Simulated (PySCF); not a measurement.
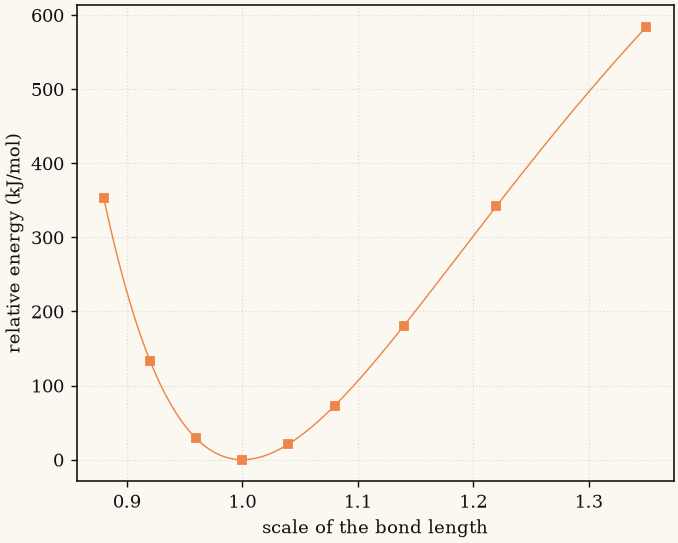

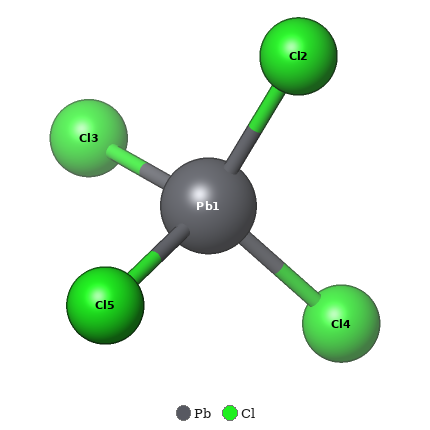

Rigid scan of PbCl₄, singlet, from a minimum of the shape that electron-pair counting expects: all bonds to atom 1 scaled (atom 1 is the central atom). PBE0/def2-SVP (ECP) with PySCF 2.14.0, restricted determinant, no spin-orbit coupling; energies counted from the minimum. Splines pass through the computed points, which are marked.

**What does it cost to go to either end of the scan?**

353.1 kJ/mol at 0.88 and 584.3 kJ/mol at 1.35.

**Give the values at the computed points.**

In kJ/mol:
| scale of the bond length | PBE0 |
| --- | --- |
| 0.88 | 353.1 |
| 0.92 | 133.8 |
| 0.96 | 28.6 |
| 1.00 | 0.0 |
| 1.04 | 21.1 |
| 1.08 | 72.9 |
| 1.14 | 180.9 |
| 1.22 | 342.1 |
| 1.35 | 584.3 |

Note: spin-orbit coupling is left out, and with Pb it can shift these values; double-zeta basis on some or all atoms.
